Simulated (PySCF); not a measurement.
**Two runs on B₂SiH₂Cl₂F₂**

System: B₂SiH₂Cl₂F₂.
Method of run 1: GIAO PBE0/6-31G* NMR shielding, non-relativistic, gas phase (PySCF 2.14.0).

The geometry comes from this level: PBE0-D3(BJ)/def2-SVP. Text and figures count atoms from 1; the logs count them from 0 in places.

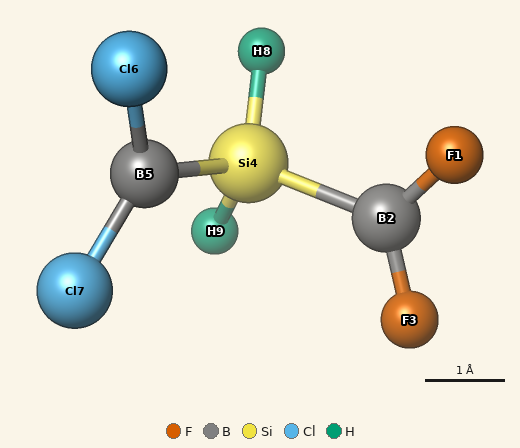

**Figure 1.** The structure (ball-and-stick view, seen at a tilt; atoms are numbered from 1 in the order of the input). Bond lengths as drawn: B–Cl 1.75 Å, B–F 1.32 Å, B–Si 2.02 to 2.03 Å and H–Si 1.49 Å.

**The input, run 1**
```
{"job": {"kind": "nmr", "xc": "PBE0", "basis": "6-31G*", "pop": true}, "charge": 0, "multiplicity": 1}
F     -2.121922     1.013794    -0.839904
B     -1.450355    -0.039539    -0.417992
F     -1.771636    -1.200684    -0.955582
Si     0.066387     0.125223     0.928635
B      1.715513     0.399456    -0.208869
Cl     2.211244     2.008496    -0.677139
Cl     2.605757    -0.969284    -0.832339
H     -0.167300     1.299123     1.822729
H      0.176687    -1.131111     1.729720
```

The first line tells a small driver script what to run in PySCF; the rest is the geometry in Å.

Command:
```bash
OMP_NUM_THREADS=1 python <driver script> task.json out
```

Hardware: 1 CPU thread, shared host.

**Output (run 1)**
```
coarse grid: 10456 points
cycle   1  E = -1459.8754984536  dE =  6.844e-01  |g| = 6.666e-01  |ddm| = 2.989e+00
cycle   2  E = -1459.7834104245  dE =  9.209e-02  |g| = 9.959e-01  |ddm| = 1.098e+00
cycle   3  E = -1459.9587312653  dE = -1.753e-01  |g| = 3.123e-02  |ddm| = 6.654e-01
cycle   4  E = -1459.9589598019  dE = -2.285e-04  |g| = 1.571e-02  |ddm| = 6.526e-02
cycle   5  E = -1459.9590308440  dE = -7.104e-05  |g| = 5.712e-03  |ddm| = 2.548e-02
cycle   6  E = -1459.9590399810  dE = -9.137e-06  |g| = 8.306e-04  |ddm| = 6.839e-03
final grid: 91792 points
cycle   7  E = -1459.9213597872  dE = -2.435e-05  |g| = 2.949e-03  |ddm| = 1.596e-02
cycle   8  E = -1459.9213584945  dE =  1.293e-06  |g| = 3.655e-03  |ddm| = 7.585e-03
cycle   9  E = -1459.9213625818  dE = -4.087e-06  |g| = 4.420e-04  |ddm| = 4.463e-03
cycle  10  E = -1459.9213626397  dE = -5.788e-08  |g| = 8.660e-05  |ddm| = 7.042e-04
cycle  11  E = -1459.9213626419  dE = -2.154e-09  |g| = 2.406e-05  |ddm| = 1.289e-04
cycle  12  E = -1459.9213626420  dE = -9.777e-11  |g| = 1.130e-05  |ddm| = 2.361e-05
converged SCF energy = -1459.9213626420

GIAO shielding tensors (ppm)
atom      isotropic    diamagn.    paramagn.     s11        s22        s33       span
  0 F      205.756     469.061    -263.305     -4.116    278.215    343.170    347.286
  1 B       83.007     197.568    -114.561     60.813     92.418     95.789     34.976
  2 F      205.510     469.483    -263.973     -4.494    277.902    343.122    347.615
  3 Si     492.150     884.754    -392.604    453.229    504.395    518.825     65.596
  4 B       36.577     198.957    -162.380    -26.945     37.603     99.072    126.017
  5 Cl     585.324    1146.565    -561.241    208.877    650.552    896.544    687.667
  6 Cl     586.919    1146.840    -559.921    211.172    651.303    898.281    687.108
  7 H       28.269      29.229      -0.960     25.177     26.702     32.927      7.750
  8 H       28.258      29.393      -1.135     25.162     26.716     32.896      7.734
```

The input of run 2 differs as follows (lines with − go, lines with + come):
```diff
-"basis": "6-31G*"
+"basis": "IGLO-III"
```

Predict how the results change.

The total energy of run 2 is 128.8 kcal/mol lower, which measures the change of basis and not a stability. The HOMO goes from −8.33 to −8.41 eV. The LUMO goes from −2.35 to −2.50 eV. The dipole moment goes from 0.85 to 1.05 D. Of all shieldings, the largest change is that of Cl6, by −41.7 ppm. The SCF takes 13 iterations against 12. The basis functions go from 114 to 292.

**Output (run 2)**
```
coarse grid: 10456 points
cycle   1  E = -1460.0267632501  dE =  5.664e-01  |g| = 6.867e-01  |ddm| = 2.426e+00
cycle   2  E = -1459.9362731488  dE =  9.049e-02  |g| = 1.030e+00  |ddm| = 6.643e-01
cycle   3  E = -1460.0996030318  dE = -1.633e-01  |g| = 5.267e-02  |ddm| = 3.706e-01
cycle   4  E = -1460.0999493129  dE = -3.463e-04  |g| = 2.253e-02  |ddm| = 4.736e-02
cycle   5  E = -1460.1000573931  dE = -1.081e-04  |g| = 8.484e-03  |ddm| = 2.112e-02
cycle   6  E = -1460.1000752804  dE = -1.789e-05  |g| = 2.785e-03  |ddm| = 7.253e-03
cycle   7  E = -1460.1000767826  dE = -1.502e-06  |g| = 2.144e-04  |ddm| = 2.120e-03
final grid: 91792 points
cycle   8  E = -1460.1265486688  dE = -1.225e-04  |g| = 4.706e-03  |ddm| = 3.990e-02
cycle   9  E = -1460.1265481436  dE =  5.252e-07  |g| = 4.508e-03  |ddm| = 5.128e-03
cycle  10  E = -1460.1265512832  dE = -3.140e-06  |g| = 1.115e-03  |ddm| = 2.574e-03
cycle  11  E = -1460.1265514745  dE = -1.914e-07  |g| = 2.065e-04  |ddm| = 5.592e-04
cycle  12  E = -1460.1265514818  dE = -7.256e-09  |g| = 6.546e-05  |ddm| = 1.964e-04
cycle  13  E = -1460.1265514828  dE = -9.800e-10  |g| = 2.311e-05  |ddm| = 5.289e-05
converged SCF energy = -1460.1265514828

GIAO shielding tensors (ppm)
atom      isotropic    diamagn.    paramagn.     s11        s22        s33       span
  0 F      197.011     469.831    -272.820    -19.680    272.719    337.994    357.674
  1 B       67.991     193.621    -125.630     41.021     80.149     82.803     41.782
  2 F      196.888     470.373    -273.485    -20.100    272.574    338.191    358.291
  3 Si     453.166     888.824    -435.658    418.361    464.136    477.002     58.641
  4 B       19.644     194.717    -175.073    -49.763     19.239     89.457    139.221
  5 Cl     543.580    1147.093    -603.513    150.243    629.217    851.281    701.038
  6 Cl     545.543    1147.360    -601.817    152.566    630.509    853.554    700.989
  7 H       27.551      29.870      -2.319     24.597     25.935     32.120      7.523
  8 H       27.534      30.068      -2.534     24.584     25.940     32.078      7.494
```

**The two runs side by side**

| quantity | run 1 | run 2 |
| --- | --- | --- |
| outcome | converged | converged |
| total energy (hartree) | −1459.921363 | −1460.126551 |
| HOMO (eV) | −8.33 | −8.41 |
| LUMO (eV) | −2.35 | −2.50 |
| dipole moment (D) | 0.85 | 1.05 |
| shielding of F1 (ppm) | 205.8 | 197.0 |
| shielding of B2 (ppm) | 83.0 | 68.0 |
| shielding of F3 (ppm) | 205.5 | 196.9 |
| shielding of Si4 (ppm) | 492.1 | 453.2 |
| shielding of B5 (ppm) | 36.6 | 19.6 |
| shielding of Cl6 (ppm) | 585.3 | 543.6 |
| shielding of Cl7 (ppm) | 586.9 | 545.5 |
| SCF iterations | 12 | 13 |
| basis functions | 114 | 292 |
| wall time (shared host) | 13 s | 43 s |
